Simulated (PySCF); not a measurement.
C$_{3}$H$_{13}$AsSi$_{2}$

The calculation's input:

```
{"job": {"kind": "uv", "xc": "PBE0", "basis": "def2-SVPD", "nstates": 8, "ntriplets": 3}, "charge": 0, "multiplicity": 1}
C      2.534683     1.171418    -0.820328
C      1.547525     0.107885    -0.355910
Si     0.386319     0.739138     1.012512
C     -0.765820    -0.655877     1.587284
Si    -1.846730    -1.428576     0.220220
As    -2.976897     0.280525    -0.880862
H      3.187870     0.786464    -1.602204
H      2.007243     2.037097    -1.214630
H      3.155721     1.505725     0.007745
H      0.958004    -0.225356    -1.213051
H      2.102876    -0.764778    -0.007077
H      1.183765     1.233355     2.146694
H     -0.428522     1.852492     0.481604
H     -1.427533    -0.246618     2.351125
H     -0.189204    -1.439326     2.075231
H     -0.991478    -2.265822    -0.641126
H     -2.799751    -2.363009     0.852937
H     -3.722081    -0.698279    -1.742931
H     -1.925793     0.382791    -1.946251
```

Launched as:

```sh
OMP_NUM_THREADS=1 python probes_run.py task.json out
```

Geometry: GFN2-xTB.

Theory: PySCF, PBE0/def2-SVPD, SCF density, gas phase.

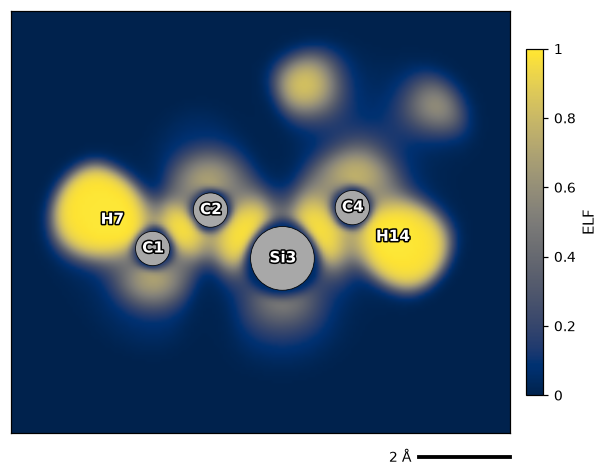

Figure 1. ELF on the plane of atoms C2, C1 and H7. Grey discs cover the atomic cores.

> Read the bonding off the picture.

The section cuts through C, Si and H sites.
C–C (1.52 Å): the ELF peaks at about 0.95 between the atoms (localised, covalent bonding).
C–Si (1.90 Å): the ELF peaks at about 0.95 between the atoms; localised, covalent bonding.
C–H (1.09 Å): the ELF climbs to about 1 towards the hydrogen, as it does in any bond to H; an ordinary covalent bond to hydrogen.

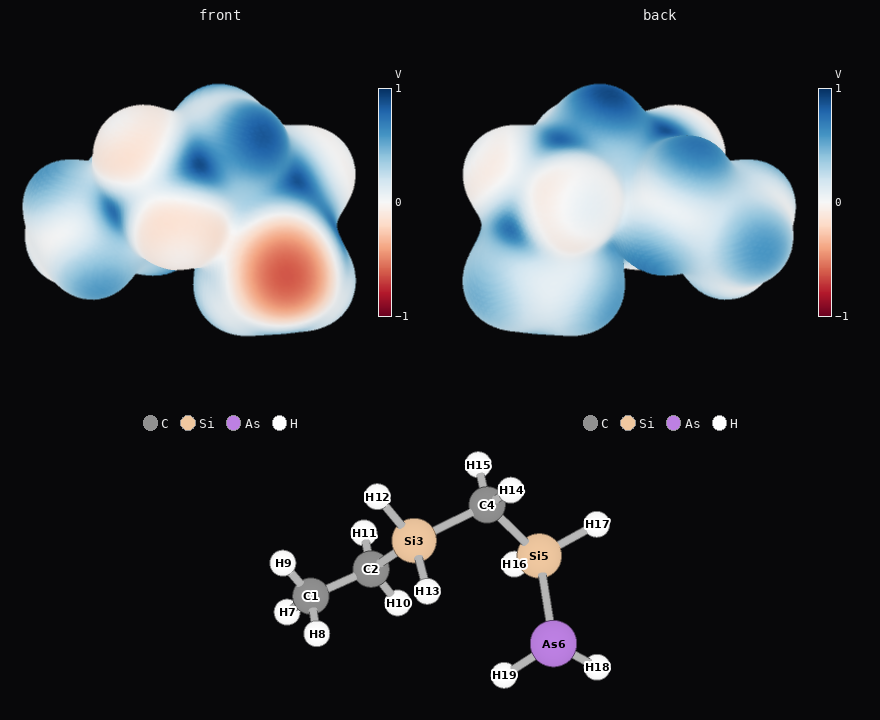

Figure 2. The molecular electrostatic potential painted on the density surface at 0.002 e/bohr³, seen from the front and from behind; red is negative and blue positive. The bare structure is drawn below in the same view.

> Where is the surface potential most negative and most positive?

The most negative region (about −0.6 V) lies over As6, the most positive (about +0.9 V) over Si3, Si5, H14 and H15.
